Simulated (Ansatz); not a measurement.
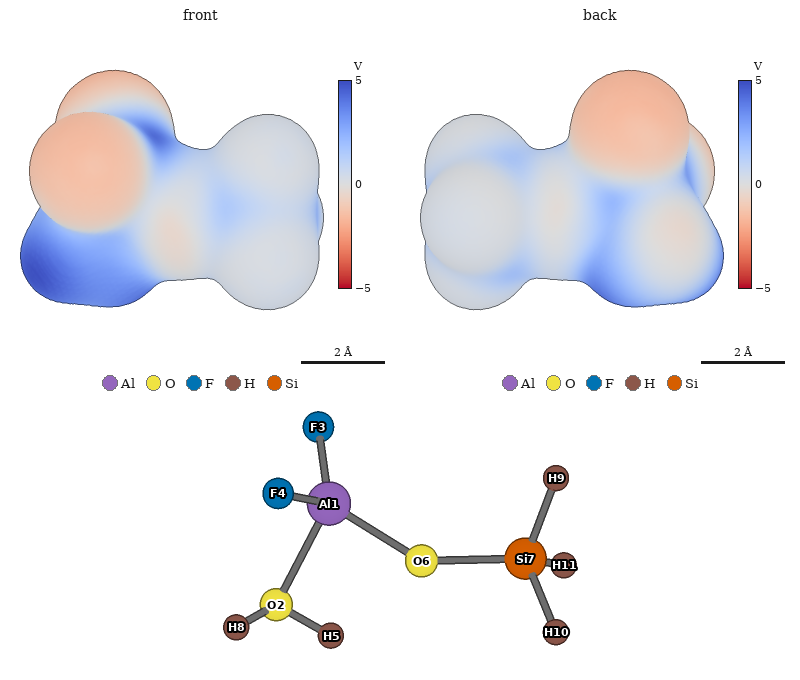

*AlF2H5O2Si. The molecular electrostatic potential painted on the density surface at 0.004 e/bohr³, seen from the front and from behind; the colour scale runs from red (negative) to blue (positive). The bare structure is drawn below in the same view.*

Computed with Ansatz 0.2.0, RKS LDA/def2-SVP.

Input

```
crystal:
  periodic: [false, false, false]
  atoms:
    - { symbol: Al, position_ang: [-2.104021, -0.374383, 1.188305] }
    - { symbol: O, position_ang: [-0.642516, -1.082065, 1.965667] }
    - { symbol: F, position_ang: [-2.818152, -1.213962, -0.030023] }
    - { symbol: F, position_ang: [-2.801578, 0.981511, 1.810097] }
    - { symbol: H, position_ang: [0.728836, -0.298981, 0.34674] }
    - { symbol: O, position_ang: [0.55246, 0.371087, -0.341663] }
    - { symbol: Si, position_ang: [1.6136, 0.502472, -1.622197] }
    - { symbol: H, position_ang: [-0.319707, -0.578581, 2.736218] }
    - { symbol: H, position_ang: [1.022702, 1.525912, -2.545646] }
    - { symbol: H, position_ang: [2.969823, 0.972377, -1.156065] }
    - { symbol: H, position_ang: [1.798654, -0.805387, -2.351332] }
basis:
  gaussian: { orbitals: def2-SVP }
hamiltonian:
  xc: lda
relax:
  f_tol: 0.03
  max_steps: 50
output:
  orbitals: {}
```

Command:

```sh
ansatz run input.yaml --threads 2 --pin off --max-ram 3072MiB --backend cpu --events-out ev --progress --plain --runs-dir out
```

The fields are those of the run's last geometry, not of the input's.

Which sites attract a positive test charge, and which a negative one?

A positive charge is drawn to the negative regions and a negative charge to the positive ones. The most negative region (about −1.6 V) lies over F3, the most positive (about +4.7 V) over H8.
